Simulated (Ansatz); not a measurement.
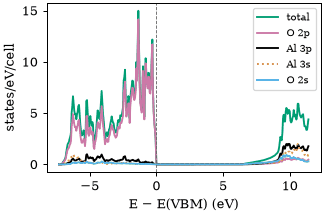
*Total and projected density of states of Al2O3 (corundum, R-3c), LDA in the plane-wave PAW code Ansatz*

Problem. Which orbitals carry the states next to the gap?

Solution. Top 1 eV of the valence band: O 2p 96 %. Bottom 1 eV of the conduction band: O 2s 40 %, Al 3s 38 %, Al 3p 15 %, O 2p 6 %. Projections are on Löwdin-orthogonalised atomic valence shells; empty p or d shells of many metals are not among them.

Problem. Where is the tallest occupied peak in this window, and what makes it?

Solution. Near -1.3 eV, about 15 states/eV per cell; the largest projected share is O 2p.

Symmetry was held in the LDA relaxation; phonons on a q-mesh show no instability.

Potentials: the later of the program's two PAW sets.
